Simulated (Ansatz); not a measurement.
## Electronic structure of AlH5OSi···HF in real space

```xyz
10

Si   -0.1442   -0.2417   -0.4849
F    -0.8448    0.9126    2.4551
H     0.8965   -0.9366    0.3135
H     0.2233    1.1843   -0.6669
H    -0.2618   -0.8972   -1.8186
O    -1.6159   -0.3393    0.2992
Al   -3.1483   -1.0977    0.0706
H    -3.3425   -1.9666   -1.2402
H    -4.2118   -0.8385    1.2104
H    -1.3071    0.4824    1.7498
```

These are results of RKS PBE0-D4/6-31G* in Ansatz, not measurements.

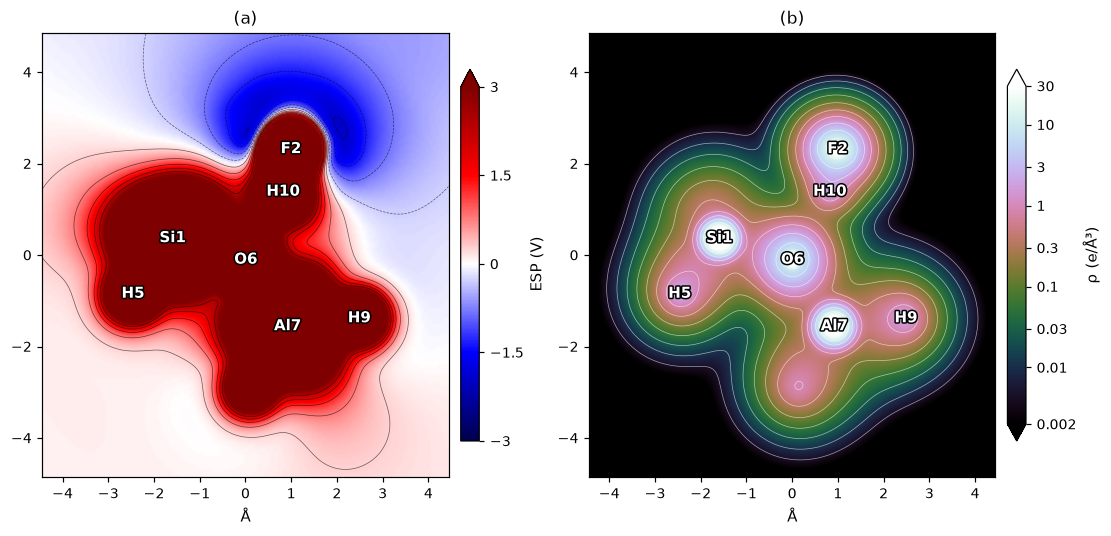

Figure 1. (a) molecular electrostatic potential; (b) electron density on the plane of atoms H5, Si1 and O6.

Question: What do the fields say about this system?

Answer: The section cuts through Si, F, H, O and Al sites.
O6···H10 (1.70 Å): the density falls to about 0.31 e/Å³ on the way; by its geometry a hydrogen bond between the two molecules, with no shared pair.
Si–O (1.67 Å): ρ is about 1 e/Å³ halfway.
Al–O (1.72 Å): ρ is about 0.77 e/Å³ halfway.
F–H (0.95 Å): ρ at the midpoint is about 4.3 e/Å³.
Si–H (1.49 Å): ρ at the midpoint is about 0.8 e/Å³.
Outside the dense part of the complex the potential is most negative (−2.0 V) near F2.

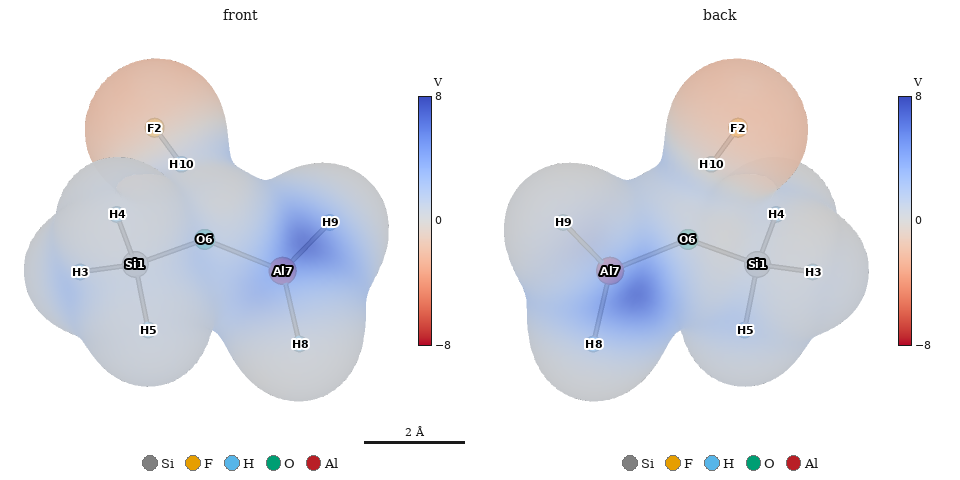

Figure 2. The electrostatic potential painted on the density surface at 0.004 e/bohr³, seen from the front and from behind; red is negative and blue positive.

Question: Describe the electrostatic potential map.

Answer: The most negative region (about −1.8 V, or −42 kcal/mol for a unit charge) lies over F2, the most positive (about +6.2 V, or +143 kcal/mol for a unit charge) over Al7.

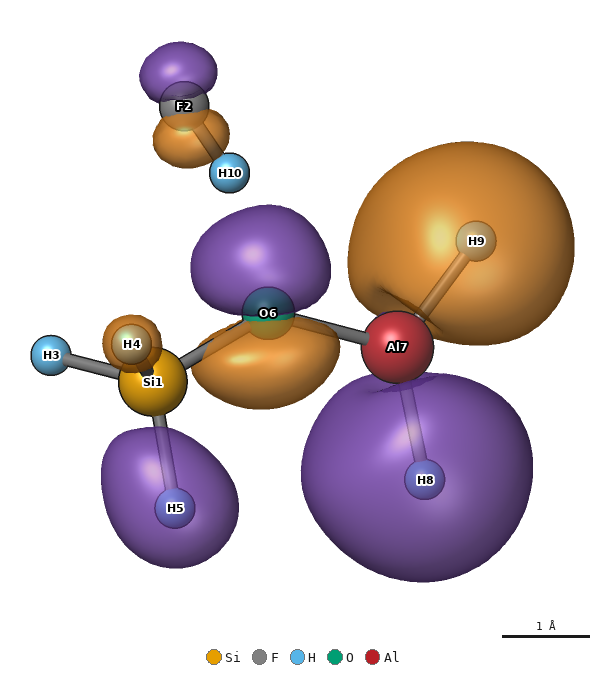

Figure 3. The HOMO at ±0.08 Å⁻³ᐟ² (orange and purple are the two phases), seen at a tilt.

Question: Describe this orbital and give its energy.

Answer: By Hirshfeld shares it lies mainly on H8 (about 25 %), Al7 (about 25 %), H9 (about 20 %) and O6 (about 15 %). Its energy is −8.90 eV.
